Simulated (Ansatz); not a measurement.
Consider FH$_{5}$NSi$_{2}$ (charge +1).

Input file:

```
crystal:
  periodic: [false, false, false]
  atoms:
    - { symbol: "N", position_ang: [0.35208, 1.50449, -0.42777] }
    - { symbol: Si, position_ang: [0.06649, -0.45394, -1.04701] }
    - { symbol: F, position_ang: [1.63743, -0.67401, -0.65869] }
    - { symbol: Si, position_ang: [-0.85937, -1.4786, 0.79376] }
    - { symbol: H, position_ang: [0.96005, 1.55024, 0.3909] }
    - { symbol: H, position_ang: [-0.49787, 2.03015, -0.23621] }
    - { symbol: H, position_ang: [0.84519, 1.98112, -1.18189] }
    - { symbol: H, position_ang: [-1.05725, -1.80658, 2.22812] }
    - { symbol: H, position_ang: [-1.44676, -2.65286, 0.1388] }
total_charge: 1
basis:
  gaussian: { orbitals: def2-SVP }
hamiltonian:
  xc: b3lyp
  dispersion: d4
relax:
  f_tol: 0.02
  max_steps: 50
output:
  orbitals: {}
```

Run with:

```sh
ansatz run input.yaml --threads 2 --pin off --max-ram 3072MiB --backend cpu --events-out ev --progress --plain --runs-dir out
```

The fields are those of the relaxed geometry.

Level of theory: RKS B3LYP-D4/def2-SVP (Ansatz).

What can the converged electron density and electron localisation function tell about the bonding?

Answer. Si–N (2.05 Å): ρ is about 0.59 e/Å³ halfway, with its minimum of 0.46 e/Å³ about 0.8 Å from Si; the ELF peaks at about 0.95 between the atoms; a polar covalent bond.
Si–Si (2.36 Å): ρ is about 0.55 e/Å³ halfway; the ELF peaks at about 0.90 between the atoms, as expected for a covalent bond.
Si–H (1.48 Å): ρ at the midpoint is about 0.8 e/Å³; the ELF climbs to about 1 towards the hydrogen, as it does in any bond to H.

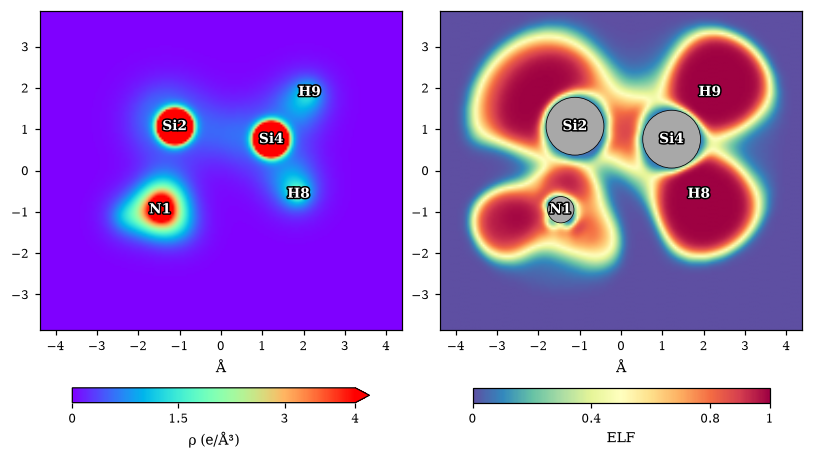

Computed electron density and electron localisation function on the plane of atoms N1, Si2 and Si4, in this order. Grey discs cover the atomic cores in the ELF map. 
